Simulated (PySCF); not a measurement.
# [GeH3]− (SMILES [GeH3-]): levels of theory compared

We compute a comparison of 6 runs (UPBE0/STO-3G, wB97X-V/STO-3G, MP2/STO-3G, UMP2/STO-3G, BCCD(T)/STO-3G, CCSDTQ/STO-3G) of [GeH3]−. 

The calculation is run with PySCF 2.14.0.

3 further runs of the same task are left out: 3 set aside as unsound or not needed.

### 1 The structure to begin with

[GeH3]−: 4 atoms, total charge -1, spin state singlet. As SMILES, `[GeH3-]`. The Ge1–H4 distance was set to 3.164 Å, away from the relaxed value. At this shape a bond of the SMILES string is far longer than usual.

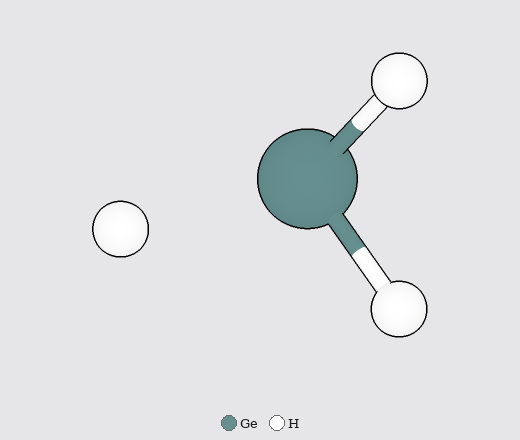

Viewed from a chosen angle; germanium teal, hydrogen white.

### 2 A single-point energy at UPBE0/STO-3G (run 1)

Input file calc.py:

```python
from pyscf import gto, dft

molecule = gto.M(
    atom='''
Ge       1.214526      -1.463920      -0.456183
H        1.680646      -1.034670       1.175127
H       -0.195254      -2.279550       0.188137
H       -0.463100       1.211260      -0.649430
''',
    max_memory=1860,
    basis='sto-3g',
    charge=-1,
    verbose=4,
)

myscf = dft.UKS(molecule)
myscf.xc = 'pbe0'
myscf.conv_tol = 1e-10
myscf.grids.level = 5
myscf.kernel()
if not myscf.converged:
    myscf = myscf.newton().run(myscf.mo_coeff, myscf.mo_occ)
for _ in range(3):
    mo, _, stable, _ = myscf.stability(return_status=True)
    if stable:
        break
    myscf.kernel(myscf.make_rdm1(mo, myscf.mo_occ))

energy = myscf.e_tot
print('E(%s) = %.9f' % ('PBE0', energy))
```

Started as:

```
OMP_NUM_THREADS=1 python calc.py
```

Standard output:

```text
PySCF version 2.14.0

[... 157 lines left out ...]
converged SCF energy = -2054.23151422329  <S^2> = 1.0941008e-09  2S+1 = 1
[... 108 lines left out ...]
converged SCF energy = -2054.25010497708  <S^2> = 0.64031396  2S+1 = 1.887129
[... 2 lines left out ...]
E(PBE0) = -2054.250104977
```

Wall time 22 s (1 thread of Arm Neoverse V2, shared host); peak memory 0.33 GiB.

### 3 The energy at wB97X-V/STO-3G (run 2)

Input file geometry.xyz:

```xyz
4
GeH3
Ge     1.214526    -1.463920    -0.456183
H      1.680646    -1.034670     1.175127
H     -0.195254    -2.279550     0.188137
H     -0.463100     1.211260    -0.649430
```

Input file input.py:

```python
from pyscf import gto, dft

mol = gto.Mole()
mol.atom = 'geometry.xyz'
mol.verbose = 3
mol.basis = 'sto-3g'
mol.charge = -1
mol.max_memory = 1860
mol.build()

calc0 = dft.RKS(mol, xc='wb97x-v')
calc0.grids.level = 5
calc0.conv_tol = 1e-10
calc0.nlcgrids.level = 1
calc0.kernel()
if not calc0.converged:
    calc0 = calc0.newton().run(calc0.mo_coeff, calc0.mo_occ)

etot = calc0.e_tot
print('E = %.10f Eh' % etot)
```

Started as:

```
OMP_NUM_THREADS=1 python input.py
```

Standard output:

```text
converged SCF energy = -2054.27545904668
E = -2054.2754590467 Eh
```

Run time: 20 s. Hardware: 1 thread of Arm Neoverse V2, shared host; peak memory 0.19 GiB.

Runs 3 to 5 aren't shown in full; the table further down has their settings and results.

### 4 The energy at CCSDTQ/STO-3G (run 6)

Input file job.py:

```python
from pyscf import gto, scf, cc

mol = gto.Mole()
mol.atom = '''
Ge     2.295122    -2.766408    -0.862061
H      3.175961    -1.955243     2.220668
H     -0.368977    -4.307725     0.355527
H     -0.875132     2.288950    -1.227245
'''
mol.max_memory = 1860
mol.verbose = 3
mol.charge = -1
mol.unit = 'bohr'
mol.basis = 'sto-3g'
mol.build()

calc0 = scf.RHF(mol)
calc0.conv_tol = 1e-10
calc0.kernel()
if not calc0.converged:
    calc0 = calc0.newton().run(calc0.mo_coeff, calc0.mo_occ)

mycc = cc.CCSDTQ(calc0, frozen=9)
mycc.kernel()
energy = mycc.e_tot
print('Final energy', energy)
```

Started as:

```
OMP_NUM_THREADS=1 python job.py
```

Standard output:

```text
converged SCF energy = -2053.03011144626
_make_eris_incore_RCCSDTQ
RCCSDTQ converged
E(RCCSDTQ) = -2053.158800555252   E_corr = -0.128689108994702
E_corr(same-spin) = -0.000612139952802171
E_corr(oppo-spin) = -0.1280769690419
Final energy -2053.1588005552517
```

Run time: 7.8 s. Hardware: 1 thread of Arm Neoverse V2, shared host; peak memory 0.12 GiB.

### 5 All runs side by side

```csv
run,level,follow instability,nlc grid,energy (Eh),HOMO energy (eV),LUMO energy (eV),HOMO–LUMO gap (eV),wall time
1,UPBE0/STO-3G,yes,–,-2054.250105,5.60,8.34,2.73,22 s
2,wB97X-V/STO-3G,–,1,-2054.275459,3.32,9.81,6.49,20 s
3,MP2/STO-3G,–,–,-2053.104399,3.84,10.98,7.14,0.56 s
4,UMP2/STO-3G,yes,–,-2053.133708,3.62,12.85,9.22,0.66 s
5,BCCD(T)/STO-3G,–,–,-2053.159323,–,–,–,0.92 s
6,CCSDTQ/STO-3G,–,–,-2053.158801,3.84,10.98,7.14,7.8 s
```

### 6 Results

```
                                                    quantity           value
                                         run 6: total energy  -2053.15880 Eh
                  run 6: HOMO energy (Hartree–Fock orbitals)         3.84 eV
                  run 6: LUMO energy (Hartree–Fock orbitals)        10.98 eV
run 6: HOMO–LUMO gap (to an unbound level, set by the basis)         7.14 eV
          run 6: correlation energy (9 core orbitals frozen)      -128.7 mEh
                                        run 6: T1 diagnostic           0.085
```

In words: Totals of different functionals can't be ranked against each other. In runs 1, 2, 3, 4, 6 the HOMO lies above zero, so the outermost electron may be held by the basis alone. In runs 1, 2, 3, 4, 5, 6 the basis is minimal, so the values are rough. Spin contamination of the reference: run 4 ⟨S²⟩ = 0.94, run 1 ⟨S²⟩ = 0.64. Where it is this large, the reference is a mixture of spin states, and values that rest on it are in doubt. All runs together took 51 s, the longest 22 s.
